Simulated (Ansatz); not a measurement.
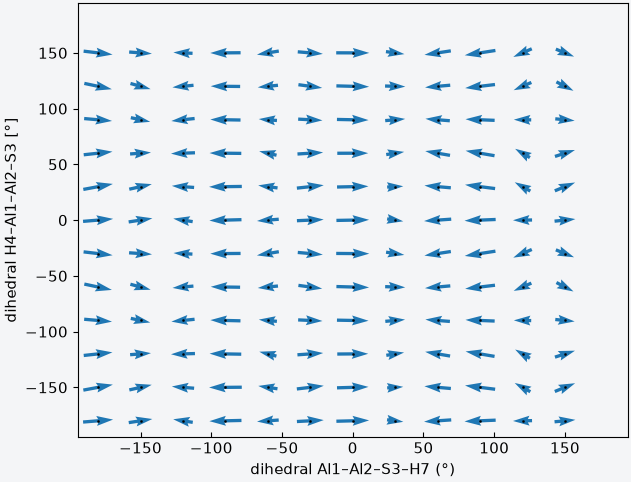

Al₂H₅S, SMILES [AlH2][AlH][SH2+], charge +1. 
- The first coordinate is: dihedral Al1–Al2–S3–H7; the second: dihedral H4–Al1–Al2–S3.
- Nothing is relaxed (all other coordinates rigid).
- Grid: 12 × 12 points.
- Points are written as (first, second).
- The calculation used RKS PBE-D4/def2-TZVP (Ansatz 0.2.0).

Drawn: dots at the grid points, arrows along the force (downhill), their lengths compressed.

The arrows alone are given. Where are the wells?

Answer. The arrows converge at about (40°, −70°); about (40°, 110°); about (−135°, 60°) (1.1 kJ/mol up); about (−135°, −120°) (1.2 kJ/mol up) (read from the interpolated surface).

The energy map of the same scan:

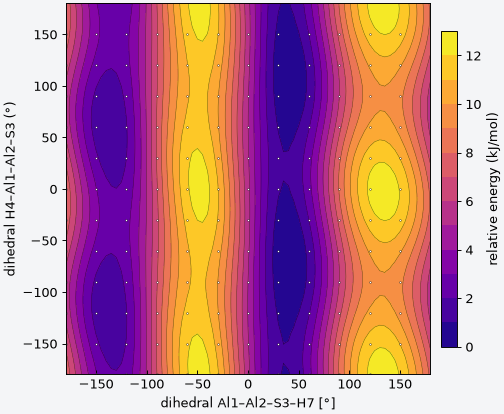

Energies are in kJ/mol, from the relaxed molecule at the same level; between grid points the surface is interpolated.
